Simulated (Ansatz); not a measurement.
## Fields on a plane of TaN (space group P-62m)

```yaml
crystal:
  lattice:
    - [5.17882, 0.00000, 0.00000]
    - [-2.58941, 4.48499, 0.00000]
    - [0.00000, 0.00000, 2.89612]
  atoms:
    - { symbol: Ta, position: [0.00000, 0.00000, 0.00000] }
    - { symbol: Ta, position: [0.33333, 0.66667, 0.50000] }
    - { symbol: Ta, position: [0.66667, 0.33333, 0.50000] }
    - { symbol: N, position: [0.39338, 0.00000, 0.00000] }
    - { symbol: N, position: [0.60662, 0.60662, 0.00000] }
    - { symbol: N, position: [0.00000, 0.39338, 0.00000] }
```

The slice is a (-1 1 0 0) plane (indices of the conventional cell) through the point (0.667, 0.333, 0.500) (fractional), spanned by u = [001] and v = [110] in vectors of this cell: u (2.90 Å) and v (5.18 Å, at 90° to u). It covers one period; positions are fractions (u, v).

Atoms on it: Ta at (0.00, 0.00). Other atoms lie within 1 Å of the plane.

Method: PBEsol (plane waves to 420 eV, PAW, scalar-relativistic; Ansatz, a quantum-chemistry and plane-wave program). k mesh 11×11×16. Inside the PAW spheres the values are not all-electron values, and peaks at nuclei hang on which shells count as valence. Spin-orbit coupling is left out, though Ta is heavy. TaN is run without spin polarisation. TaN was relaxed with its symmetry unable to fall.

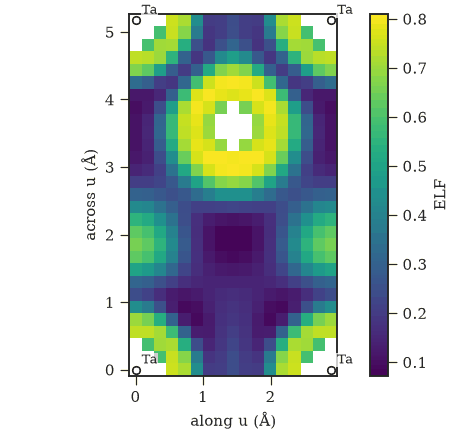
Electron localisation function (ELF), one period of the plane, atoms marked. Points within 0.4 Å of a nucleus are left white, as the pseudised field means little there.

```tsv
v \ u	0.00	0.12	0.25	0.38	0.50	0.62	0.75	0.88
0.93	x	x	x	<4.0	8.4	<4.0	x	x
0.86	x	x	<4.0	6.5	x	6.5	<4.0	x
0.79	<4.0	<4.0	x	x	x	x	x	<4.0
0.71	10.5	10.5	x	x	x	x	x	10.5
0.64	12.1	11.9	x	x	x	x	x	11.9
0.57	11.7	11.7	10.7	x	x	x	10.7	11.7
0.50	11.5	11.5	11.4	10.7	10.2	10.7	11.4	11.5
0.43	12.2	12.2	11.9	11.5	11.2	11.5	11.9	12.2
0.36	13.0	12.9	12.8	12.4	12.3	12.4	12.8	12.9
0.29	11.2	11.6	12.3	12.8	12.9	12.8	12.3	11.6
0.21	<4.0	4.3	8.4	11.4	12.4	11.4	8.4	4.3
0.14	x	x	<4.0	7.9	10.6	7.9	<4.0	x
0.07	x	x	x	<4.0	8.5	<4.0	x	x
0.00	x	x	x	<4.0	7.4	<4.0	x	x
```

Values: electrostatic potential energy of an electron, from the cell's mean, in eV. Points within 0.9 Å of a nucleus are blanked (x), as the pseudised field means little there. Values under 4 eV are set to 4. The zero, the cell's mean, hangs on the PAW cores.
